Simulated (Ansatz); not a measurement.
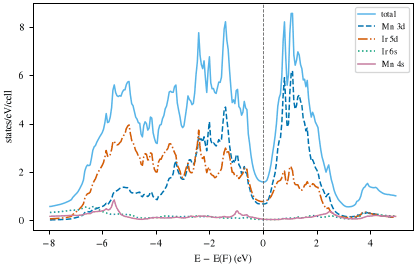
Fig. 1. Total and projected density of states of MnIr in space group P4/mmm (No. 123; Mn on 1b, Ir on 1c), plane-wave PAW PBEsol (Ansatz code)

Question: Which orbitals carry the states next to the Fermi level?

Answer: Within 0.5 eV of the Fermi level: Mn 3d 47 %, Ir 5d 45 %. Projections are on Löwdin-orthogonalised atomic valence shells; empty p or d shells of many metals are not among them.

Question: Where is the tallest occupied peak in this window, and what makes it?

Answer: Near -1.4 eV, about 8.2 states/eV per cell; the largest projected share is Mn 3d.

The workflow started from an entry of the Crystallography Open Database (COD). Whether it is the stable phase at ambient conditions was not checked. Symmetry was held in the PBEsol relaxation, as lowered by the spin order; its stability against distortions is not shown here. The final state is antiferromagnetic, chosen from 5 collinear starts compared on coarse meshes (ties went to the first, and starts can fall back to one state), not a proven ground state. Spin–orbit coupling is left out wherever it is not named.

Potentials: the later of the program's two PAW sets.
